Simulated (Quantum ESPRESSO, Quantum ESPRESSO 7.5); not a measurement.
# Zr2CO2 MXene, 1 layer: a series in the field along the normal

Wanted: a table for Zr2CO2 MXene, 1 layer against the field along the normal, and what can be fitted to it.

Main program and level: Quantum ESPRESSO 7.5; plane-wave DFT, PBE, GBRV ultrasoft pseudopotentials (geometry by pw.x at PBE-D3(BJ), GBRV ultrasoft).

## (1) Set-up

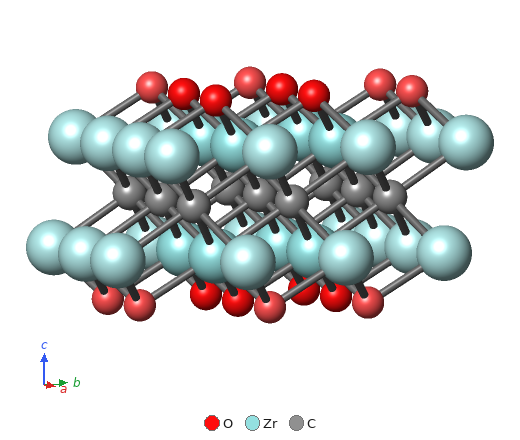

Start, viewed from the side, with the c axis up; oxygen red, zirconium light teal, carbon grey. 2×2×1 cells are drawn. Some periodic images of atoms are drawn too.

The cell holds 5 atoms: 2 O, 2 Zr and 1 C. Its edges and angles: a = 3.289 Å, b = 3.289 Å, c = 21.953 Å, α = 90.0°, β = 90.0°, γ = 120.0°. It derives from Zr2CO2. Vacuum lies along c.

As a file:

```cif
data_structure
_symmetry_space_group_name_H-M 'P 1'
_symmetry_Int_Tables_number 1
_cell_length_a 3.2890
_cell_length_b 3.2890
_cell_length_c 21.9529
_cell_angle_alpha 90.000
_cell_angle_beta 90.000
_cell_angle_gamma 120.000
_cell_volume 205.66
loop_
_atom_site_label
_atom_site_type_symbol
_atom_site_fract_x
_atom_site_fract_y
_atom_site_fract_z
_atom_site_occupancy
O1 O 0.33333 0.66667 0.38719 1
Zr2 Zr 0.66667 0.33333 0.44088 1
C3 C 0.00000 0.00000 0.50000 1
Zr4 Zr 0.33333 0.66667 0.55912 1
O5 O 0.66667 0.33333 0.61281 1
```

Set-up: Cell and atoms are relaxed without a field with a D3(BJ) correction and then held. Sawtooth field with dipole correction, 17 Å of vacuum in the starting cell, Fermi-Dirac smearing of 0.002 Ry; bands along a path at each field.

Members -0.05, 0.1, -0.1, 0.2, -0.2, 0.3 and -0.3 took the same steps and show in the table alone.

## (2) Relaxing cell and ions of the reference

What the set-up leaves free in this member is relaxed.

The input, ref.relax.in:

```
&control
  prefix = 'ref.relax'
  outdir = './out'
  pseudo_dir = './pseudo'
  nstep = 80
  forc_conv_thr = 0.0004
  calculation = 'vc-relax'
  etot_conv_thr = 1e-06
/
&system
  ibrav = 0
  nat = 5
  ntyp = 3
  ecutwfc = 50
  ecutrho = 250
  vdw_corr = 'grimme-d3'
  dftd3_version = 4
  occupations = 'smearing'
  smearing = 'fd'
  degauss = 0.004
/
&electrons
  conv_thr = 1e-09
  mixing_beta = 0.4
  electron_maxstep = 120
  mixing_mode = 'plain'
/
&ions
/
&cell
  cell_dofree = '2Dxy'
  press_conv_thr = 0.3
/
ATOMIC_SPECIES
  O   15.9990  o_pbe_v1.2.uspp.F.UPF
  Zr  91.2240  zr_pbe_v1.uspp.F.UPF
  C   12.0110  c_pbe_v1.2.uspp.F.UPF
CELL_PARAMETERS angstrom
  3.28900000000000 0.00000000000000 0.00000000000000
  -1.64450000000000 2.84835755304702 0.00000000000000
  0.00000000000000 0.00000000000000 21.95294679561928
ATOMIC_POSITIONS crystal
  O   0.333333333300 0.666666666700 0.387191755127
  Zr  0.666666666700 0.333333333300 0.440884848582
  C   0.000000000000 0.000000000000 0.500000000000
  Zr  0.333333333300 0.666666666700 0.559115151418
  O   0.666666666700 0.333333333300 0.612808244873
K_POINTS automatic
  12 12 1 0 0 0
```

Run with:

```console
> OMP_NUM_THREADS=1 mpirun -n 4 pw.x -nk 4 -in ref.relax.in > ref.relax.out
```

The program printed:

```text
Program PWSCF v.7.5 starts
[citation notice left out]

     Parallel version (MPI & OpenMP), running on       4 processor cores
     Number of MPI processes:                 4
     Threads/MPI process:                     1

     MPI processes distributed on     1 nodes
[...]
Current dimensions of program PWSCF are:
     Max number of different atomic species (ntypx) = 10
     Max number of k-points (npk) =  40000
     Max angular momentum in pseudopotentials (lmaxx) =  4
     Message from routine setup:
     using ibrav=0 with symmetry is DISCOURAGED, use correct ibrav instead

     K-points division:     npool     =       4
     Subspace diagonalization in iterative solution of the eigenvalue problem:
     a serial algorithm will be used

     G-vector sticks info
     --------------------
     sticks:   dense  smooth     PW     G-vecs:    dense   smooth      PW
     Sum         673     517    163                92789    66043   10897

     Using Slab Decomposition

     bravais-lattice index     =            0
     lattice parameter (alat)  =       6.2153  a.u.
     unit-cell volume          =    1387.8669 (a.u.)^3
     number of atoms/cell      =            5
     number of atomic types    =            3
     number of electrons       =        40.00
     number of Kohn-Sham states=           24
     kinetic-energy cutoff     =      50.0000  Ry
     charge density cutoff     =     250.0000  Ry
     scf convergence threshold =      1.0E-09
     mixing beta               =       0.4000
     number of iterations used =            8  plain     mixing
     energy convergence thresh.=      1.0E-06
     force convergence thresh. =      4.0E-04
     press convergence thresh. =      3.0E-01
     Exchange-correlation= SLA  PW   PBE  PBE
                           (   1   4   3   4   0   0   0)
     nstep                     =           80

     celldm(1)=   6.215309  celldm(2)=   0.000000  celldm(3)=   0.000000
     celldm(4)=   0.000000  celldm(5)=   0.000000  celldm(6)=   0.000000

     crystal axes: (cart. coord. in units of alat)
               a(1) = (   1.000000   0.000000   0.000000 )
               a(2) = (  -0.500000   0.866025   0.000000 )
               a(3) = (   0.000000   0.000000   6.674657 )

     reciprocal axes: (cart. coord. in units 2 pi/alat)
               b(1) = (  1.000000  0.577350 -0.000000 )
               b(2) = (  0.000000  1.154701  0.000000 )
               b(3) = (  0.000000 -0.000000  0.149820 )

     PseudoPot. # 1 for O  read from file:
     ./pseudo/o_pbe_v1.2.uspp.F.UPF
     Pseudo is Ultrasoft + core correction, Zval =  6.0
     Generated by new atomic code, or converted to UPF format
     Using radial grid of  737 points,  5 beta functions with:
                l(1) =   0
                l(2) =   0
                l(3) =   1
                l(4) =   1
                l(5) =   2
     Q(r) pseudized with  8 coefficients,  rinner =    0.900   0.900   0.900
                                                       0.900   0.900

     PseudoPot. # 2 for Zr read from file:
     ./pseudo/zr_pbe_v1.uspp.F.UPF
     Pseudo is Ultrasoft + core correction, Zval = 12.0
     Generated by new atomic code, or converted to UPF format
     Using radial grid of  887 points,  6 beta functions with:
                l(1) =   0
                l(2) =   0
                l(3) =   1
                l(4) =   1
                l(5) =   2
                l(6) =   2
     Q(r) pseudized with  6 coefficients,  rinner =    1.200   1.200   1.200
                                                       1.200   1.200

     PseudoPot. # 3 for C  read from file:
     ./pseudo/c_pbe_v1.2.uspp.F.UPF
     Pseudo is Ultrasoft + core correction, Zval =  4.0
     Generated by new atomic code, or converted to UPF format
     Using radial grid of  721 points,  4 beta functions with:
                l(1) =   0
                l(2) =   0
                l(3) =   1
                l(4) =   1
     Q(r) pseudized with  8 coefficients,  rinner =    1.100   1.100   1.100

     atomic species   valence    mass     pseudopotential
     O                 6.00    15.99900     O ( 1.00)
     Zr               12.00    91.22400     Zr( 1.00)
     C                 4.00    12.01100     C ( 1.00)

     12 Sym. Ops., with inversion, found

   Cartesian axes

     site n.     atom                  positions (alat units)
         1        O      tau(   1) = (  -0.0000000   0.5773503   2.5843721  )
         2        Zr     tau(   2) = (   0.5000000   0.2886751   2.9427551  )
         3        C      tau(   3) = (   0.0000000   0.0000000   3.3373285  )
         4        Zr     tau(   4) = (  -0.0000000   0.5773503   3.7319018  )
         5        O      tau(   5) = (   0.5000000   0.2886751   4.0902848  )

     --------------------------------------------
     DFT-D3 Dispersion Correction (3-body terms):
     --------------------------------------------
       Reference C6 values for interpolation:

         atom   Coordination number   C6
         C          0.000            98.23
         C          0.987            86.49
         C          1.998            58.72
         C          2.999            51.56
         C          3.984            36.41
         O          0.000            31.01
         O          0.993            25.63
         O          1.989            20.74
         Zr         0.000          3645.44
         Zr         1.935          1137.36
         Zr         3.911           917.38

       Values used:

         atom   Coordination number  R0_AB[au]  C6      C8
         O          2.935            2.345     20.74    418.58
         Zr        14.151            3.836    917.38 152111.45
         C          5.966            2.750     36.41   1053.14
         Zr        14.151            3.836    917.38 152111.45
         O          2.935            2.345     20.74    418.58

         Molecular C6 ( Ry / a.u.^6 ) =      5594.04

     number of k points=    19  Fermi-Dirac smearing, width (Ry)=  0.0040
                       cart. coord. in units 2pi/alat
        k(    1) = (   0.0000000   0.0000000   0.0000000), wk =   0.0138889
        k(    2) = (   0.0000000   0.0962250   0.0000000), wk =   0.0833333
        k(    3) = (   0.0000000   0.1924501   0.0000000), wk =   0.0833333
        k(    4) = (   0.0000000   0.2886751   0.0000000), wk =   0.0833333
        k(    5) = (   0.0000000   0.3849002   0.0000000), wk =   0.0833333
        k(    6) = (   0.0000000   0.4811252   0.0000000), wk =   0.0833333
        k(    7) = (   0.0000000  -0.5773503   0.0000000), wk =   0.0416667
[...]
number of bfgs steps    =   1

     enthalpy           old  =    -274.9283831094 Ry
     enthalpy           new  =    -274.9919774207 Ry

     CASE: enthalpy          _new < enthalpy          _old

     new trust radius        =       0.0606016541 bohr
     new conv_thr            =       0.0000000010 Ry

     new unit-cell volume =   1373.56080 a.u.^3 (   203.54071 Ang^3 )
     density =      1.84750 g/cm^3

CELL_PARAMETERS (angstrom)
   3.272004676  -0.000000000   0.000000000
  -1.636002338   2.833639170   0.000000000
   0.000000000   0.000000000  21.952946796

ATOMIC_POSITIONS (crystal)
O                0.3333333333        0.6666666667        0.3914519703
Zr               0.6666666667        0.3333333333        0.4350116758
C               -0.0000000000        0.0000000000        0.5000000000
Zr               0.3333333333        0.6666666667        0.5649883242
O                0.6666666667        0.3333333333        0.6085480297

[...]
NEW-OLD atomic charge density approx. for the potential
     New effective cutoffs (rho, wfc):  252.53   50.52

     Check: negative core charge=   -0.000002

     negative rho (up, down):  1.296E-01 0.000E+00

     total cpu time spent up to now is       48.8 secs

     per-process dynamical memory:   104.3 Mb

     Self-consistent Calculation

     iteration #  1     ecut=    50.00 Ry     beta= 0.40
     Davidson diagonalization with overlap
     ethr =  1.00E-06,  avg # of iterations = 12.1

     negative rho (up, down):  1.294E-01 0.000E+00

     total cpu time spent up to now is       52.8 secs

     total energy              =    -274.99641032 Ry
     estimated scf accuracy    <       0.00303496 Ry

[...]
iteration # 11     ecut=    50.00 Ry     beta= 0.40
[...]
negative rho (up, down):  1.294E-01 0.000E+00

[...]
End of self-consistent calculation

[...]
the Fermi energy is     0.6502 ev

!    total energy              =    -274.99694521 Ry
     estimated scf accuracy    <          1.1E-10 Ry
     smearing contrib. (-TS)   =      -0.00000240 Ry
     internal energy E=F+TS    =    -274.99694280 Ry

     The total energy is F=E-TS. E is the sum of the following terms:
     one-electron contribution =   -2224.96133423 Ry
     hartree contribution      =    1116.05281034 Ry
     xc contribution           =     -53.89612319 Ry
     ewald contribution        =     887.88372022 Ry
     DFT-D3 Dispersion         =      -0.07601594 Ry

     convergence has been achieved in  11 iterations

     negative rho (up, down):  1.294E-01 0.000E+00

     Forces acting on atoms (cartesian axes, Ry/au):

     atom    1 type  1   force =    -0.00000000   -0.00000000    0.01279122
     atom    2 type  2   force =     0.00000000    0.00000000    0.01218438
     atom    3 type  3   force =     0.00000000    0.00000000    0.00000000
     atom    4 type  2   force =    -0.00000000    0.00000000   -0.01218438
     atom    5 type  1   force =    -0.00000000   -0.00000000   -0.01279122

     Total force =     0.024983     Total SCF correction =     0.000027

     Computing stress (Cartesian axis) and pressure

     negative rho (up, down):  1.294E-01 0.000E+00
          total   stress  (Ry/bohr**3)                   (kbar)     P=       -4.79
   0.00001865   0.00000000  -0.00000000            2.74        0.00       -0.00
  -0.00000000   0.00001865  -0.00000000           -0.00        2.74       -0.00
  -0.00000000  -0.00000000  -0.00013503           -0.00       -0.00      -19.86

     Energy error            =      5.0E-03 Ry
     Gradient error          =      1.3E-02 Ry/Bohr
     Cell gradient error     =      2.7E+00 kbar

     number of scf cycles    =   3
     number of bfgs steps    =   2

     enthalpy           old  =    -274.9919774207 Ry
     enthalpy           new  =    -274.9969452077 Ry

     CASE: enthalpy          _new < enthalpy          _old

     new trust radius        =       0.0168511868 bohr
     new conv_thr            =       0.0000000003 Ry

     new unit-cell volume =   1374.53475 a.u.^3 (   203.68504 Ang^3 )
     density =      1.84619 g/cm^3

CELL_PARAMETERS (angstrom)
   3.273164512  -0.000000000   0.000000000
  -1.636582256   2.834643618   0.000000000
   0.000000000   0.000000000  21.952946796

ATOMIC_POSITIONS (crystal)
O                0.3333333333        0.6666666667        0.3918581692
Zr               0.6666666667        0.3333333333        0.4352115606
C               -0.0000000000        0.0000000000        0.5000000000
Zr               0.3333333333        0.6666666667        0.5647884394
O                0.6666666667        0.3333333333        0.6081418308

[...]
NEW-OLD atomic charge density approx. for the potential
     New effective cutoffs (rho, wfc):  252.35   50.48

     Check: negative core charge=   -0.000002

     negative rho (up, down):  1.295E-01 0.000E+00

     total cpu time spent up to now is       71.2 secs

     per-process dynamical memory:   104.3 Mb

[...]
!    total energy              =    -274.99755021 Ry
[...]
Total force =     0.021548     Total SCF correction =     0.000020
[...]
number of bfgs steps    =   3
[...]
WARNING: bfgs curvature condition failed, Theta= 0.933
     new trust radius        =       0.0185363055 bohr
[...]
!    total energy              =    -274.99814441 Ry
[...]
Total force =     0.017313     Total SCF correction =     0.000007
[...]
number of bfgs steps    =   4
[...]
new trust radius        =       0.0278044583 bohr
[...]
!    total energy              =    -274.99882070 Ry
[...]
Total force =     0.011058     Total SCF correction =     0.000066
[...]
number of bfgs steps    =   5
[...]
new trust radius        =       0.0417066874 bohr
[...]
!    total energy              =    -274.99934369 Ry
[...]
Total force =     0.002142     Total SCF correction =     0.000022
[...]
number of bfgs steps    =   6
[...]
new trust radius        =       0.0158869420 bohr
[...]
!    total energy              =    -274.99939635 Ry
[...]
Total force =     0.001080     Total SCF correction =     0.000023
[...]
number of bfgs steps    =   7
[...]
new trust radius        =       0.0024244402 bohr
[...]
!    total energy              =    -274.99940234 Ry
[...]
Total force =     0.000846     Total SCF correction =     0.000005
[...]
number of bfgs steps    =   8
[...]
new trust radius        =       0.0026668843 bohr
[...]
Self-consistent Calculation

     iteration #  1     ecut=    50.00 Ry     beta= 0.40
     Davidson diagonalization with overlap
     ethr =  1.00E-06,  avg # of iterations =  2.0

     Threshold (ethr) on eigenvalues was too large:
     Diagonalizing with lowered threshold

     Davidson diagonalization with overlap
     ethr =  1.81E-09,  avg # of iterations =  4.5

     negative rho (up, down):  1.293E-01 0.000E+00

     total cpu time spent up to now is      175.7 secs

     total energy              =    -274.99940616 Ry
     estimated scf accuracy    <       0.00000058 Ry

     iteration #  2     ecut=    50.00 Ry     beta= 0.40
[...]
negative rho (up, down):  1.293E-01 0.000E+00

[...]
total energy              =    -274.99940626 Ry
     estimated scf accuracy    <       0.00000027 Ry

     iteration #  3     ecut=    50.00 Ry     beta= 0.40
[...]
[key lines of the parts left out:]
the Fermi energy is     0.6692 ev
convergence has been achieved in   7 iterations
```

Run time: 3.9 min. Hardware: 4 MPI ranks of Arm Neoverse V2, shared host; peak memory 0.81 GiB; 16 min of CPU time.

Relaxation path:

```tsv
step	energy less that of the first step (eV)	largest force (eV/Å)	volume (Å³)
1	0.0000	4.8973	205.66
2	-0.8652	1.1393	204.33
3	-0.9328	0.3289	203.54
4	-0.9411	0.2833	203.69
5	-0.9492	0.2261	203.93
6	-0.9584	0.1448	204.37
7	-0.9655	0.0348	205.17
8	-0.9662	0.0189	205.61
9	-0.9663	0.0139	205.74
10	-0.9663	0.0030	205.89
11	-0.9663	0.0002	205.91
12	-0.9664	0.0002	205.91
```

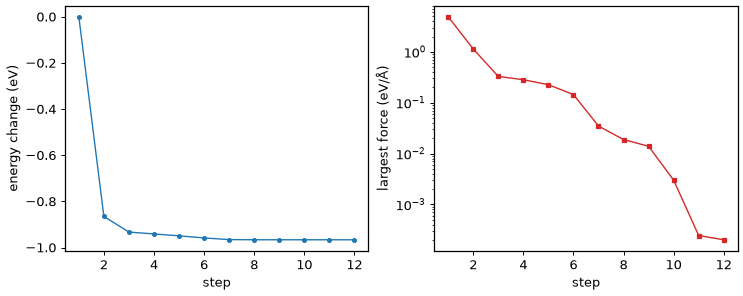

Energy and largest force along the relaxation.

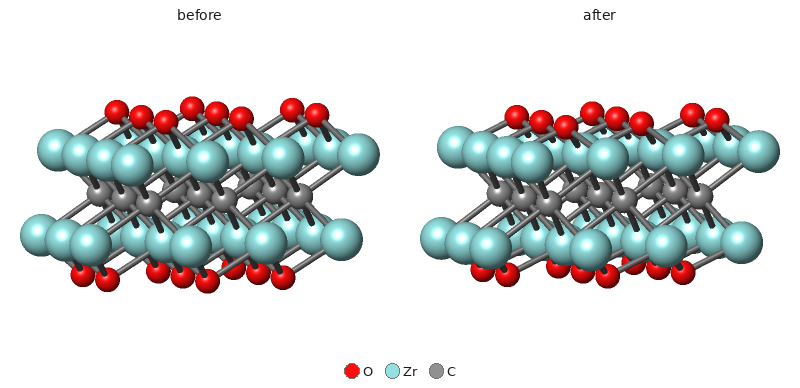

The structure before and after the relaxation, drawn at the same scale.

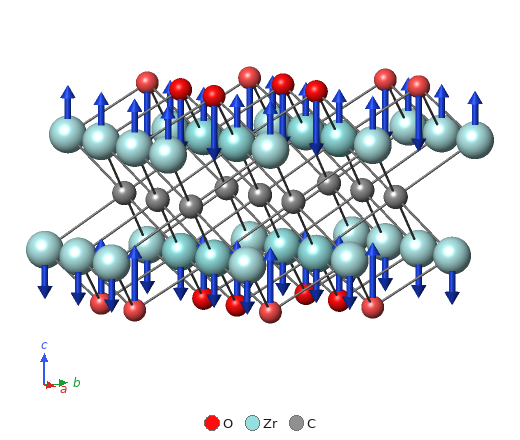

Displacements in the relaxation, exaggerated, measured against the changing cell; the longest in the cell stands for 0.16 Å. 2×2×1 cells are drawn. Some periodic images of atoms are drawn too.

```tsv
cell as run	before	after	change
a (Å)	3.289	3.291	+0.1 %
b (Å)	3.289	3.291	+0.1 %
```

The atoms that moved most (Å, along periodic axes as changes of fractional coordinates times the final cell, across vacuum about the mean position):

```tsv
atom	dx	dy	dz	length
O1	0.000	0.000	0.158	0.158
O5	0.000	0.000	-0.158	0.158
Zr4	0.000	0.000	0.096	0.096
Zr2	0.000	0.000	-0.096	0.096
```

The relaxed structure:

```xyz
5
Lattice="3.2910 0.0000 0.0000 -1.6455 2.8501 0.0000 0.0000 0.0000 21.9529" Properties=species:S:1:pos:R:3
O     0.0000    1.9001    8.6576
Zr    1.6455    0.9500    9.5826
C     0.0000    0.0000   10.9765
Zr    0.0000    1.9001   12.3704
O     1.6455    0.9500   13.2953
```

 The last row is no step: it is a fresh SCF in the final cell with a new plane-wave basis, -0 meV from the row before.

Numbers from this step:

| Quantity | Value |
| --- | --- |
| free energy | -3741.5576 eV |
| Fermi energy | 0.6696 eV |

(Continued in part 2 of 4.)

[Logs are printed without paths, hosts, clocks, repeated set-up lines and the standing remarks that a program may print on its own settings, such as how far it seeks lower states.]

[Hosts, paths, dates, database ids (printed as entryN), source tags and the programs' standing remarks are cut or masked in the printed files.]

[Maps of the electrostatic potential energy from Ansatz leave out the sawtooth potential of an applied field or a dipole correction, so their vacuum need not be flat; planar profiles and work functions include it.]
